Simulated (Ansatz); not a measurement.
BP (zinc blende)

```
CELL_PARAMETERS angstrom
      0.00000     2.27414     2.27414
      2.27414     0.00000     2.27414
      2.27414     2.27414     0.00000
ATOMIC_POSITIONS crystal
  P  0.75000 0.75000 0.75000
  B  0.00000 0.00000 0.00000
```

Equation-of-state scan: isotropic scaling of the cell above, V₀ being its volume. Symmetry pins the atoms to their sites.

All values below come from PBE (plane waves to 420 eV, PAW, scalar-relativistic; Ansatz, a quantum-chemistry and plane-wave program). k mesh 12×12×12 (Γ-centred), Fermi-Dirac smearing 0.05 eV. E stands for the smeared free energy. BP was relaxed with its symmetry unable to fall. The PAW data are Ansatz's earlier set. The zero of ΔE is the relaxed starting cell.

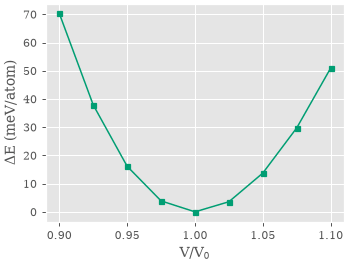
Figure. ΔE (meV/atom) against V/V₀; one marker a computed point.

Question: What is ΔE at V/V₀ = 0.900?

Answer: About 70 meV/atom.

Question: What is ΔE at V/V₀ = 1.100?

Answer: About 51 meV/atom.

Question: What bulk modulus B₀ follows from a third-order Birch-Murnaghan fit?

Answer: About 160 GPa.

(A scan under strain: stresses follow from slopes of the energy per volume, elastic moduli from its curvatures.)
